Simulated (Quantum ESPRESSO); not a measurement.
# InP (F-43m): zone-centre phonons

Aim: the zone-centre modes of InP (F-43m).

Program: Quantum ESPRESSO 7.5. Level of theory: DFT LDA, scalar-relativistic, plane waves, PseudoDojo norm-conserving pseudopotentials. Results are calculated unless marked as measured.

Experimental background.

“Universal growth of ultra-thin III–V semiconductor single crystals” (2020, pmc:7414113) reports for InP, zinc blende, by Raman, 532 nm excitation (bulk InP reference crystal): Raman mode (TO, bulk) 306 cm⁻¹ [bulk reference spectrum shown in the supplement; assignment to TO implied by order].

The database entry behind the starting cell differs from later determinations by our own check (0.1 to 0.3 % short, probably kX units), so it need not match the best structure at ambient conditions.

**1. Set-up**

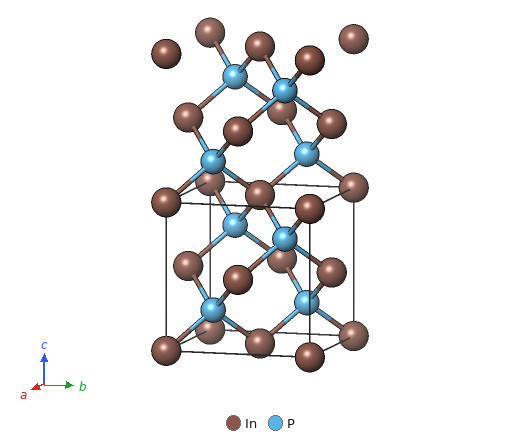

Start, viewed slightly off an axis; indium brown, phosphorus blue. 1×1×2 cells are drawn. This picture shows the conventional cell, with its axes. Bonds to atoms that aren't drawn are left out. Some periodic images of atoms are drawn too.

**2. A probe with smearing**

A cheap run with smearing and empty bands tells whether the crystal has a gap, which decides between fixed occupations and smearing later on.

probe.in reads:

```
&CONTROL
  calculation = 'scf'
  prefix      = 'x'
  outdir      = './tmp'
  pseudo_dir  = './pseudo'
  tprnfor     = .true.
  tstress     = .true.
  verbosity   = 'high'
/
&SYSTEM
  ibrav       = 2
  celldm(1)   = 11.07568482
  nat         = 2
  ntyp        = 2
  ecutwfc     = 77.0
  occupations = 'smearing'
  smearing    = 'gaussian'
  degauss     = 0.01
/
&ELECTRONS
  conv_thr         = 1.0d-07
  mixing_beta      = 0.7
  electron_maxstep = 100
/
ATOMIC_SPECIES
 In    114.8180  In.upf
 P      30.9738  P.upf
ATOMIC_POSITIONS crystal
 In     0.000000000   0.000000000   0.000000000
 P      0.250000000   0.250000000   0.250000000
K_POINTS automatic
 6 6 6 1 1 1
```

Command:

```bash
$ OMP_NUM_THREADS=1 mpirun -n 4 pw.x -nk 4 -in probe.in > probe.out
```

Output:

```text
[banners, grids, parts of the stress and lines that vanish by symmetry left out]
Program PWSCF v.7.5
     bravais-lattice index     =            2
     lattice parameter (alat)  =      11.0757  a.u.
[...]
kinetic-energy cutoff     =      77.0000  Ry
     charge density cutoff     =     308.0000  Ry
     scf convergence threshold =      1.0E-07
[...]
Exchange-correlation= SLA  PW   NOGX NOGC
                           (   1   4   0   0   0   0   0)
[...]
24 Sym. Ops. (no inversion) found
[...]
(     0          1          0      )
                  (     0          0          1      )
[...]
(  0.0000000  1.0000000  0.0000000 )
                  (  0.0000000  0.0000000  1.0000000 )
[...]
(     1          0         -1      )
                  (     0          0         -1      )
[...]
(  0.0000000  1.0000000  0.0000000 )
[...]
(    -1          0          1      )
                  (    -1          0          0      )
[...]
(  0.0000000  0.0000000  1.0000000 )
                  (  0.0000000 -1.0000000  0.0000000 )
[...]
number of k points=    28  Gaussian smearing, width (Ry)=  0.0100
[...]
End of self-consistent calculation
[...]
the Fermi energy is     7.5206 ev
!    total energy              =    -146.43857096 Ry
[...]
convergence has been achieved in   6 iterations
[...]
atom    1 type  1   force =    -0.00000000    0.00000000   -0.00000000
     atom    2 type  2   force =     0.00000000   -0.00000000    0.00000000
[...]
Total force =     0.000000     Total SCF correction =     0.000000
[...]
total   stress  (Ry/bohr**3)                   (kbar)     P=      -13.73
[...]
XML data file, charge density, pseudopotentials, collected wavefunctions

   JOB DONE.
```

It took 5.9 s on 4 MPI ranks of Arm Neoverse V1, shared host.

Numbers from this step:

- volume per atom: 25.17 Å³
- pressure: -1.373 GPa
- gap on the k-mesh: 1.298 eV

A gap of 1.3 eV opens on this mesh, so the crystal is taken as an insulator; the start stands at -1.4 GPa.

**3. Relaxation**

The relaxation runs at a cutoff a fifth above that of the response, since stress converges more slowly with the basis than frequencies do. Forces and stress are brought to rest with tight thresholds.

relax.in reads:

```
&CONTROL
  calculation   = 'vc-relax'
  prefix        = 'x'
  outdir        = './tmp'
  pseudo_dir    = './pseudo'
  tprnfor       = .true.
  tstress       = .true.
  forc_conv_thr = 2.0d-05
  etot_conv_thr = 1.0d-07
  nstep         = 40
/
&SYSTEM
  ibrav       = 2
  celldm(1)   = 11.07568482
  nat         = 2
  ntyp        = 2
  ecutwfc     = 92
  occupations = 'fixed'
  nbnd        = 11
/
&ELECTRONS
  conv_thr         = 1.0d-11
  mixing_beta      = 0.7
  electron_maxstep = 100
/
&IONS
/
&CELL
  press_conv_thr = 0.2
/
ATOMIC_SPECIES
 In    114.8180  In.upf
 P      30.9738  P.upf
ATOMIC_POSITIONS crystal
 In     0.000000000   0.000000000   0.000000000
 P      0.250000000   0.250000000   0.250000000
K_POINTS automatic
 8 8 8 1 1 1
```

Command:

```bash
$ OMP_NUM_THREADS=1 mpirun -n 4 pw.x -nk 4 -in relax.in > relax.out
```

Output:

```text
[banners, grids, parts of the stress and lines that vanish by symmetry left out]
[banner, memory and clock lines left out]
Program PWSCF v.7.5

[...]
kinetic-energy cutoff     =      92.0000  Ry
     charge density cutoff     =     368.0000  Ry
     scf convergence threshold =      1.0E-11
[...]
energy convergence thresh.=      1.0E-07
     force convergence thresh. =      2.0E-05
     press convergence thresh. =      2.0E-01
     Exchange-correlation= SLA  PW   NOGX NOGC
                           (   1   4   0   0   0   0   0)
[...]
24 Sym. Ops. (no inversion) found
[...]
number of k points=    60
[...]
End of self-consistent calculation
[...]
highest occupied, lowest unoccupied level (ev):     6.8285    7.9002
!    total energy              =    -146.43860102 Ry
[...]
convergence has been achieved in  11 iterations
[...]
atom    1 type  1   force =     0.00000000    0.00000000   -0.00000000
     atom    2 type  2   force =    -0.00000000   -0.00000000    0.00000000
     Total force =     0.000000     Total SCF correction =     0.000000
[...]
total   stress  (Ry/bohr**3)                   (kbar)     P=      -13.32
[...]
number of bfgs steps    =   0
[...]
CELL_PARAMETERS (alat= 11.07568482)
[...]
ATOMIC_POSITIONS (crystal)
In              -0.0000000000        0.0000000000        0.0000000000
P                0.2500000000        0.2500000000        0.2500000000
[...]
New effective cutoffs (rho, wfc):  368.55   92.41
[...]
End of self-consistent calculation
[...]
highest occupied, lowest unoccupied level (ev):     6.9156    8.0161
!    total energy              =    -146.43877469 Ry
[...]
convergence has been achieved in   5 iterations
[...]
atom    1 type  1   force =     0.00000000    0.00000000    0.00000000
     atom    2 type  2   force =     0.00000000    0.00000000   -0.00000000
     Total force =     0.000000     Total SCF correction =     0.000000
[...]
total   stress  (Ry/bohr**3)                   (kbar)     P=       -8.84
[...]
number of bfgs steps    =   1
[...]
CELL_PARAMETERS (alat= 11.07568482)
[...]
ATOMIC_POSITIONS (crystal)
In               0.0000000000        0.0000000000       -0.0000000000
P                0.2500000000        0.2500000000        0.2500000000
[...]
New effective cutoffs (rho, wfc):  371.07   93.05
[...]
End of self-consistent calculation
[...]
highest occupied, lowest unoccupied level (ev):     7.0478    8.1923
!    total energy              =    -146.43889989 Ry
[...]
convergence has been achieved in   8 iterations
[...]
atom    1 type  1   force =     0.00000000   -0.00000000    0.00000000
     atom    2 type  2   force =     0.00000000   -0.00000000    0.00000000
     Total force =     0.000000     Total SCF correction =     0.000000
[...]
total   stress  (Ry/bohr**3)                   (kbar)     P=       -1.82
[...]
number of bfgs steps    =   2
[...]
CELL_PARAMETERS (alat= 11.07568482)
[...]
ATOMIC_POSITIONS (crystal)
[...]
New effective cutoffs (rho, wfc):  371.72   93.21
[...]
End of self-consistent calculation
[...]
highest occupied, lowest unoccupied level (ev):     7.0821    8.2380
!    total energy              =    -146.43890520 Ry
[...]
convergence has been achieved in   7 iterations
[...]
atom    1 type  1   force =     0.00000000    0.00000000    0.00000000
     atom    2 type  2   force =     0.00000000    0.00000000   -0.00000000
     Total force =     0.000000     Total SCF correction =     0.000000
[...]
total   stress  (Ry/bohr**3)                   (kbar)     P=        0.04
[...]
number of bfgs steps    =   3
[...]
small trust_radius: resetting bfgs history
[...]
CELL_PARAMETERS (alat= 11.07568482)
[...]
ATOMIC_POSITIONS (crystal)
[...]
New effective cutoffs (rho, wfc):  371.72   93.21
[...]
End of self-consistent calculation
[...]
highest occupied, lowest unoccupied level (ev):     7.0818    8.2376
!    total energy              =    -146.43890520 Ry
[...]
convergence has been achieved in   3 iterations
[...]
atom    1 type  1   force =     0.00000000    0.00000000    0.00000000
     atom    2 type  2   force =    -0.00000000   -0.00000000   -0.00000000
     Total force =     0.000000     Total SCF correction =     0.000000
[...]
total   stress  (Ry/bohr**3)                   (kbar)     P=        0.03
[...]
bfgs converged in   5 scf cycles and   4 bfgs steps
[...]
End of BFGS Geometry Optimization
     Final enthalpy           =    -146.4389051998 Ry
     File ./tmp/x.bfgs deleted, as requested
[...]
CELL_PARAMETERS (alat= 11.07568482)
[...]
ATOMIC_POSITIONS (crystal)
In               0.0000000000        0.0000000000       -0.0000000000
P                0.2500000000        0.2500000000        0.2500000000
[...]
Final scf calculation at the relaxed structure.
[...]
kinetic-energy cutoff     =      92.0000  Ry
     charge density cutoff     =     368.0000  Ry
     scf convergence threshold =      1.0E-13
[...]
press convergence thresh. =      2.0E-01
     Exchange-correlation= SLA  PW   NOGX NOGC
                           (   1   4   0   0   0   0   0)
[...]
24 Sym. Ops. (no inversion) found
[...]
number of k points=    60
[...]
c_bands:  1 eigenvalues not converged
     c_bands:  1 eigenvalues not converged
     c_bands:  1 eigenvalues not converged
     c_bands:  1 eigenvalues not converged
[...]
c_bands:  1 eigenvalues not converged
     c_bands:  1 eigenvalues not converged
[...]
End of self-consistent calculation
[...]
highest occupied, lowest unoccupied level (ev):     7.0818    8.2376
!    total energy              =    -146.43890365 Ry
[...]
convergence has been achieved in  13 iterations
[...]
atom    1 type  1   force =    -0.00000000    0.00000000   -0.00000000
     atom    2 type  2   force =     0.00000000   -0.00000000    0.00000000
     Total force =     0.000000     Total SCF correction =     0.000000
[...]
total   stress  (Ry/bohr**3)                   (kbar)     P=        0.03
[...]
XML data file, charge density, pseudopotentials, collected wavefunctions
```

Elapsed: 80 s, on 4 MPI ranks.

Relaxation path:

```csv
step,energy less that of the first step (eV),largest force (eV/Å),pressure (GPa),volume (Å³)
1,0.0000,0.0000,-1.33,50.33
2,-0.0024,0.0000,-0.88,49.99
3,-0.0041,0.0000,-0.18,49.48
4,-0.0041,0.0000,0.00,49.35
5,-0.0041,0.0000,0.00,49.35
6,-0.0041,0.0000,0.00,49.35
```

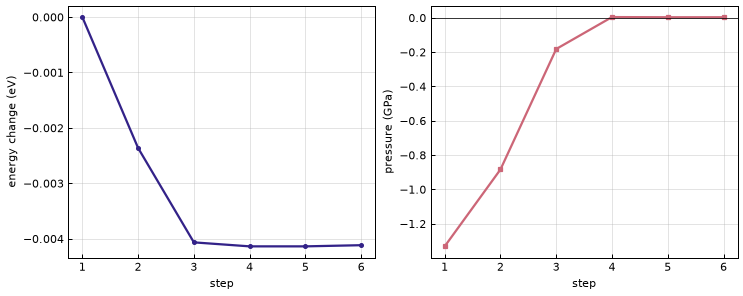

Energy and pressure along the relaxation.

```csv
"conventional cell, symmetrised",before,after,change
a (Å),5.861,5.823,-0.7 %
b (Å),5.861,5.823,-0.7 %
c (Å),5.861,5.823,-0.7 %
volume (Å³/atom),25.17,24.68,-1.9 %
```

The relaxed structure:

```xyz
2
Lattice="-2.9114 0.0000 2.9114 0.0000 2.9114 2.9114 -2.9114 2.9114 0.0000" Properties=species:S:1:pos:R:3 pbc="T T T"
In    0.0000    0.0000    0.0000
P    -1.4557    1.4557    1.4557
```

The last row of the table of steps is pw.x's closing run on a basis chosen anew for the final cell, so its energy can jump.

Read from the output:

| Property | Result |
| --- | --- |
| volume per atom | 24.68 Å³ |
| pressure | 0.003000 GPa |
| gap on the k-mesh | 1.156 eV |

The volume changes by -1.9 % from the cell with which this run began.

**4. Self-consistent run for the response**

Perturbation theory inherits every error of the wavefunctions, so the threshold is set near the limit of the arithmetic. With a gap, occupations are fixed, which also allows the response to an electric field.

scf.in reads:

```
&CONTROL
  calculation = 'scf'
  prefix      = 'x'
  outdir      = './tmp'
  pseudo_dir  = './pseudo'
  tprnfor     = .true.
  tstress     = .true.
/
&SYSTEM
  ibrav       = 2
  celldm(1)   = 11.00340652
  nat         = 2
  ntyp        = 2
  ecutwfc     = 77.0
  occupations = 'fixed'
  nbnd        = 11
/
&ELECTRONS
  conv_thr         = 1.0d-12
  mixing_beta      = 0.7
  electron_maxstep = 100
/
ATOMIC_SPECIES
 In    114.8180  In.upf
 P      30.9738  P.upf
ATOMIC_POSITIONS crystal
 In     0.000000000   0.000000000   0.000000000
 P      0.250000000   0.250000000   0.250000000
K_POINTS automatic
 8 8 8 1 1 1
```

Command:

```bash
$ OMP_NUM_THREADS=1 mpirun -n 4 pw.x -nk 4 -in scf.in > scf.out
```

Output:

```text
[banners, grids, parts of the stress and lines that vanish by symmetry left out]
[banner, memory and clock lines left out]
Program PWSCF v.7.5

[...]
kinetic-energy cutoff     =      77.0000  Ry
     charge density cutoff     =     308.0000  Ry
     scf convergence threshold =      1.0E-12
[...]
Exchange-correlation= SLA  PW   NOGX NOGC
                           (   1   4   0   0   0   0   0)
[...]
24 Sym. Ops. (no inversion) found
[...]
number of k points=    60
[...]
c_bands:  1 eigenvalues not converged
[...]
End of self-consistent calculation
[...]
highest occupied, lowest unoccupied level (ev):     7.0818    8.2376
!    total energy              =    -146.43887900 Ry
[...]
convergence has been achieved in  10 iterations
[...]
atom    1 type  1   force =     0.00000000    0.00000000    0.00000000
     atom    2 type  2   force =     0.00000000    0.00000000    0.00000000
     Total force =     0.000000     Total SCF correction =     0.000000
[...]
total   stress  (Ry/bohr**3)                   (kbar)     P=       -0.00
[...]
XML data file, charge density, pseudopotentials, collected wavefunctions
```

It took 16 s on 4 MPI ranks; 63 s of CPU time.

Numbers from this step:

| Quantity | Value |
| --- | --- |
| pressure | 0 GPa |

The cell stands at 0 GPa, close enough for phonons.

(Part 1 of 4 ends here.)

[Host names and launcher messages were left out of these logs when they were recorded.]

[Logs are printed without paths, hosts, clocks, repeated set-up lines and the standing remarks that a program may print on its own settings, such as how far it seeks lower states.]

[Hosts, paths, dates, database ids (printed as entryN), source tags and the programs' standing remarks are cut or masked in the printed files.]
